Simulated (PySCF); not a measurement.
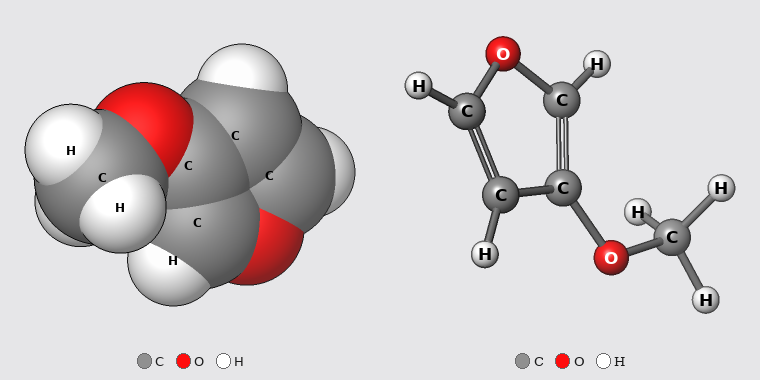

Two views of one molecule.

The geometry was computed by an optimisation with GFN2-xTB. No frequency run is at hand to confirm it as a minimum.

Identify the structure.

Formula C5H6O2. SMILES: `COc1ccoc1`. Independent rings (smallest set): 1 of 5 members, 1 of them aromatic. Among its groups: ether. Coordination: 1 C tetrahedral; 2 O bent; 4 C trigonal planar.

The parts below concern this one geometry. Atoms keep their numbers from picture to picture.

**Shape**

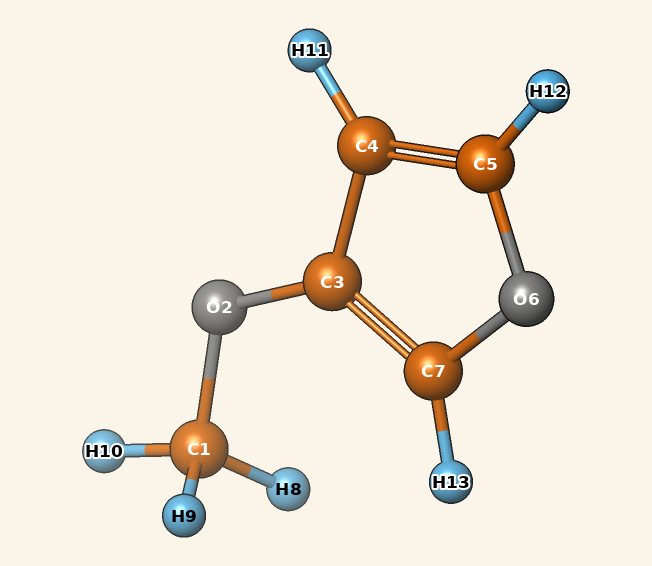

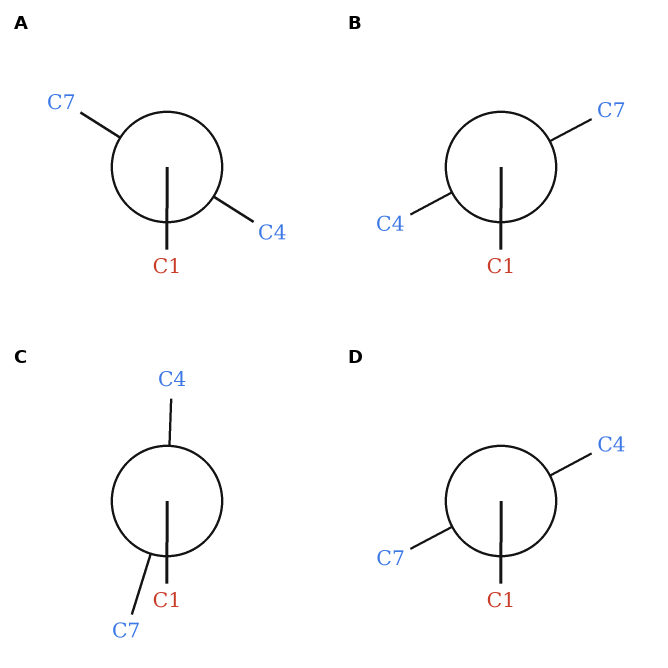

Distant atoms are faded towards the background colour. Bonds that would overlap in a projection are set slightly apart. No frequency run is at hand to confirm it as a minimum.

Which Newman projection shows the view along O2–C3, with O2 in front?

C. The torsion angle C1–O2–C3–C4 is −178°, antiperiplanar (anti).

**Electronic properties**

No frequency run is at hand to confirm it as a minimum. Level of theory: PBE0/pcSseg-1, gas phase (PySCF 2.14.0).

What is the dipole moment?

1.06 D.

Give the LUMO energy (Kohn–Sham orbital) at this level.

0.48 eV.

Estimate the HOMO energy (Kohn–Sham orbital).

−6.30 eV.

**Bond orders**

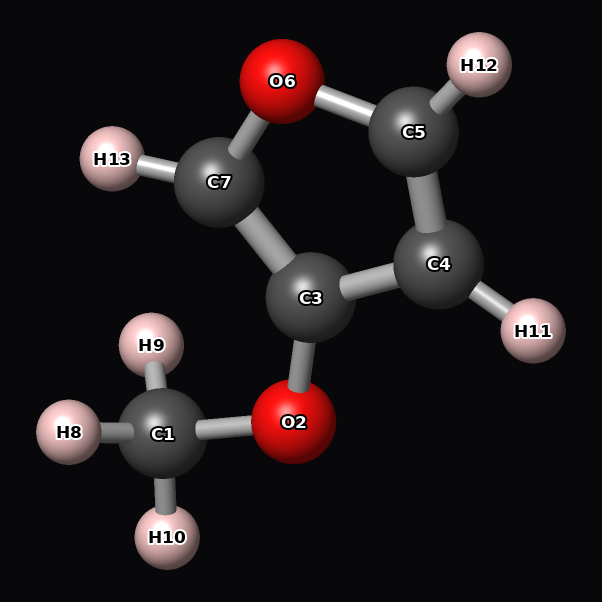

The thickness of each stick grows with its Mayer bond order. No frequency run is at hand to confirm it as a minimum. Method: PBE0/pcSseg-1 (PySCF 2.14.0).

List the Mayer bond orders of C1–O2, C1–H8, C1–H9, C1–H10, O2–C3, C3–C4, C3–C7, C4–C5, C4–H11, C5–O6, C5–H12, O6–C7, C7–H13. Atoms whose distances differ by more than 0.02 Å in this geometry are listed apart.

| bond | Mayer order | length (Å) |
| --- | --- | --- |
| C1–O2 | 0.92 | 1.407 |
| C1–H8 | 0.95 | 1.095 |
| C1–H9 | 0.95 | 1.095 |
| C1–H10 | 0.97 | 1.088 |
| O2–C3 | 1.03 | 1.355 |
| C3–C4 | 1.27 | 1.424 |
| C3–C7 | 1.52 | 1.367 |
| C4–C5 | 1.61 | 1.359 |
| C4–H11 | 0.98 | 1.069 |
| C5–O6 | 1.09 | 1.339 |
| C5–H12 | 0.98 | 1.072 |
| O6–C7 | 1.04 | 1.353 |
| C7–H13 | 0.98 | 1.071 |

**NMR shielding**

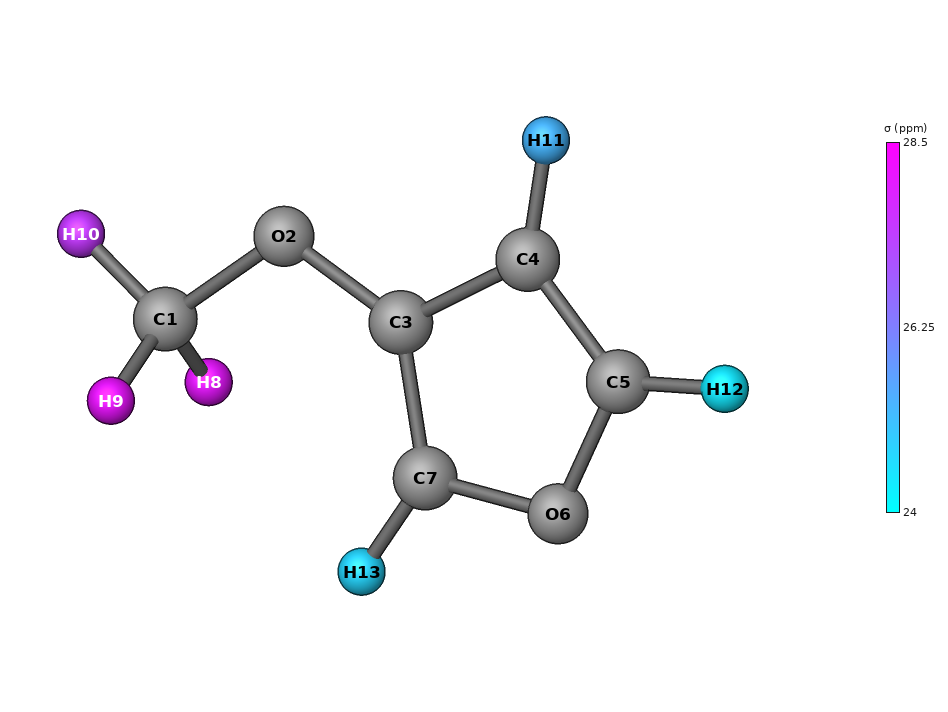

Atoms are coloured by their isotropic NMR shieldings (H only, the others grey). No frequency run is at hand to confirm it as a minimum. Level of theory: GIAO PBE0/pcSseg-1 NMR shielding, non-relativistic, gas phase (PySCF 2.14.0).

List the isotropic NMR shieldings of the H atoms.

```json
{"atom": "H8", "σ (ppm)": "28.07"}
{"atom": "H9", "σ (ppm)": "28.11"}
{"atom": "H10", "σ (ppm)": "27.48"}
{"atom": "H11", "σ (ppm)": "25.27"}
{"atom": "H12", "σ (ppm)": "24.39"}
{"atom": "H13", "σ (ppm)": "24.72"}
```
